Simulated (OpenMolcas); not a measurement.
## How methods differ on [CSO3F3]− (SMILES [O-]S(=O)(=O)C(F)(F)F)

The species is [CSO3F3]− (8 atoms), meant as a singlet with charge -1. As SMILES, `[O-]S(=O)(=O)C(F)(F)F`. The shape is that of a PBE0-D4/def2-TZVPD optimisation.

Each level gives the HOMO–LUMO gap (eV). The values are calculated.

| level | kind | program | value (eV) |
| --- | --- | --- | --- |
| HF/def2-SVP | Hartree–Fock | OpenMolcas | 19.37 |
| SVWN5/def2-SVP | LDA | OpenMolcas | 7.27 |
| revPBE/def2-SVP | GGA | OpenMolcas | 7.49 |
| TPSS/def2-SVP | meta-GGA | OpenMolcas | 7.77 |
| B3LYP/def2-SVP | global hybrid | OpenMolcas | 9.81 |
| M06-2X/def2-SVP | hybrid meta-GGA | OpenMolcas | 13.12 |
| B2PLYP/def2-SVP | double hybrid | OpenMolcas | 13.71 |

Sets without diffuse functions describe the anion poorly. The values span 7.27 to 19.37 eV. Orbital gaps aren't excitation energies, and those of double hybrids come from the SCF part alone; they tend to grow with the share of exact exchange.

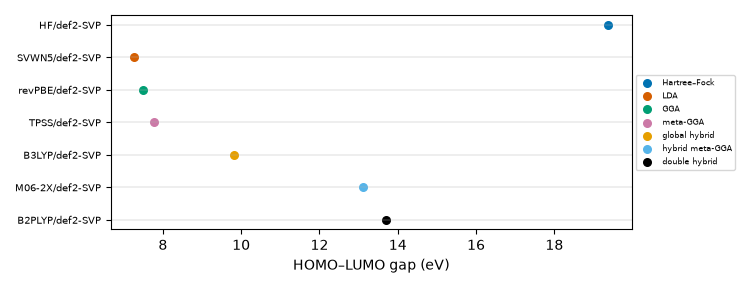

The values of the table, level by level.
